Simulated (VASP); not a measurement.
```yaml
crystal:
  lattice:
    - [2.75682, 0.00000, 0.00000]
    - [-1.37841, 2.38748, 0.00000]
    - [0.00000, 0.00000, 6.49956]
  atoms:
    - { symbol: W, position: [0.00000, 0.00000, 0.00000] }
    - { symbol: W, position: [0.00000, 0.00000, 0.50000] }
    - { symbol: O, position: [0.33333, 0.66667, 0.25000] }
    - { symbol: O, position: [0.66667, 0.33333, 0.75000] }
```

Level of theory: r2SCAN meta-GGA, VASP's PBE PAW potentials (set 64) (plane waves; VASP). Run with 520 eV cut-off, 14×14×6 Γ-centred mesh, tetrahedra with Blöchl corrections, potentials W_sv O.

Unless said otherwise, spin-orbit coupling is left out, though it shifts the bands of the heavy elements here.

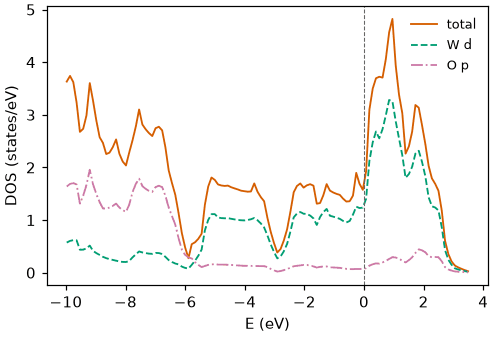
Fig. 1. Total and projected density of states, zero at the Fermi level

Within 2 eV below the Fermi level the largest weight inside VASP's projection spheres is W d.

It has no gap at this level: it comes out as a metal or semimetal.

The structure was generated: WO was put into the NiAs type type (P6_3/mmc), which need not be its known phase. It was relaxed first, which changed the volume by -26 %.
